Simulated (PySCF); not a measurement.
SMILES C=[CH][SnH]([CH3])[CH]=C (C5H10Sn) at its GFN2-xTB optimised geometry (Å):

```
16

Sn    -1.7284    -0.4786     0.0000
C     -2.4782    -1.4938     1.7794
C      0.4307    -0.4786     0.0000
C      1.1815    -1.1354     0.8630
C     -2.5080    -1.3797    -1.7995
C     -3.2995    -0.7766    -2.6643
H     -2.2605     1.1354     0.0000
H     -2.1867    -2.5383     1.7651
H     -3.5594    -1.4393     1.8172
H     -2.0766    -1.0334     2.6742
H      0.9064     0.0973    -0.7811
H      2.2605    -1.1113     0.8149
H      0.7619    -1.7252     1.6613
H     -2.2151    -2.4059    -1.9774
H     -3.6660    -1.2784    -3.5481
H     -3.6193     0.2434    -2.5329
```

Calculation: CAM-B3LYP/def2-TZVP, def2 effective core potentials past Kr in PySCF. The core electrons that the potentials of Sn replace are not part of the density. Cells within 0.4 Å of a nucleus heavier than hydrogen are left out (blank, or x).

Map of the deformation density (molecule minus spherical neutral atoms) (e/bohr³) on the plane z = 0.8 Å:

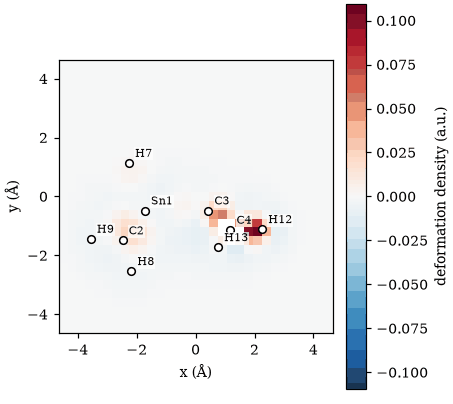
Fig. 1. Deformation density (molecule minus spherical neutral atoms) (e/bohr³) on the plane z = 0.8 Å.
